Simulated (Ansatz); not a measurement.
System: TiGe$_{6}$Mo$_{2}$.

Input

```
crystal:
  lattice:
    - [-1.6795463566, 4.1977946636, 5.0018325361]
    - [1.6795463566, -4.1977946636, 5.0018325361]
    - [1.6795463566, 4.1977946636, -5.0018325361]
  atoms:
    - { symbol: Ti, position: [0.0, 0.0, 0.0] }
    - { symbol: Ge, position: [0.6617971071, 0.0, 0.6617971071] }
    - { symbol: Ge, position: [0.9919589359, 0.330395754, 0.6615631819] }
    - { symbol: Ge, position: [0.3311674279, 0.669604246, 0.6615631819] }
    - { symbol: Ge, position: [0.3382028929, 0.0, 0.3382028929] }
    - { symbol: Ge, position: [0.6688325721, 0.330395754, 0.3384368181] }
    - { symbol: Ge, position: [0.0080410641, 0.669604246, 0.3384368181] }
    - { symbol: Mo, position: [0.3332721616, 0.3332721616, 0.0] }
    - { symbol: Mo, position: [0.6667278384, 0.6667278384, 0.0] }
basis:
  ecutwfc: 420
kpoints:
  mp_grid: { grid: [12, 12, 12] }
hamiltonian:
  xc: pbe
scf:
  occupations: { method: gaussian, width: 0.1 }
output:
  forces: true
  stress: true
  eigenvalues: true
  write_density: true
  write_potential: true
  elf: true
  volumetric_format: npy
relax:
  adjacent_minimum: "off"
  f_tol: 0.01
  max_steps: 80
  cell: { stress_tol: 0.05 }
```

Command:

```sh
ansatz run input.yaml --threads 4 --pin off --max-ram 8192MiB --backend cpu --events-out ev --progress --plain --runs-dir out
```

Below, planes, directions and counts refer to the conventional cell (a = 3.35 Å, b = 8.40 Å, c = 10.04 Å, α = 90.00°, β = 90.00°, γ = 90.00°).

The fields are those of the run's last geometry, not of the input's.

Space group Immm; a structure generated by program, which may or may not match a known phase; computed without spin polarisation.

Method: DFT PBE, scalar-relativistic, plane waves, PAW in Ansatz.

**What will maps of the valence pseudo-density and electron localisation function show?**

Ti–Ge (2.84 Å): ρ at the midpoint is about 0.25 e/Å³; the ELF peaks at about 0.60 between the atoms.

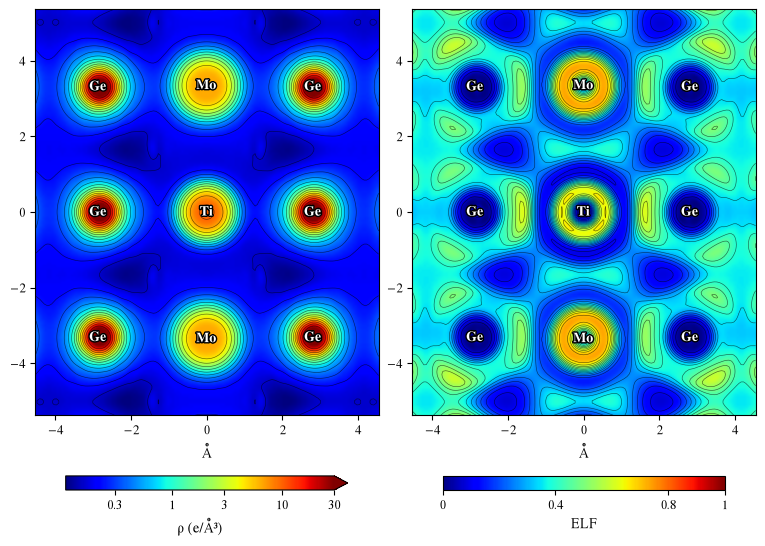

Computed valence pseudo-density and electron localisation function on the (100) plane of the conventional cell, in this order. 
